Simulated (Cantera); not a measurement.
A closed system holds: 1 mol PbO, 5 mol CO, a varied amount of H₂, equilibrated at 1273 K and 12.0 mbar.

Method: chemical equilibrium by Gibbs-energy minimisation in Cantera with the NASA 1993 tables (ideal gas, pure condensed phases). Candidate condensed phases: C, C₆H₆, C₇H₈, C₈H₁₈, H₂O, Pb, PbO, PbO₂, Pb₃O₄; 113 gas species. Equilibrium is a limit: real reactors are often held back by kinetics, nucleation or transport.

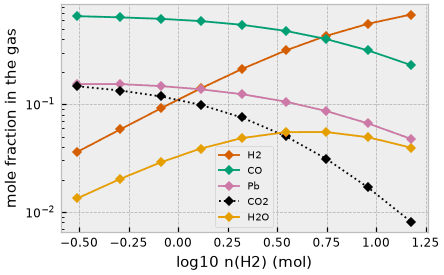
*Equilibrium gas composition (values under 1e-9 drawn at 1e-9)*

From 0.31 mol H₂ to 0.51 mol H₂ the condensed part is Pb(l). From 0.82 mol H₂ to 15 mol H₂ nothing is condensed. The main Pb-bearing gas is Pb throughout.
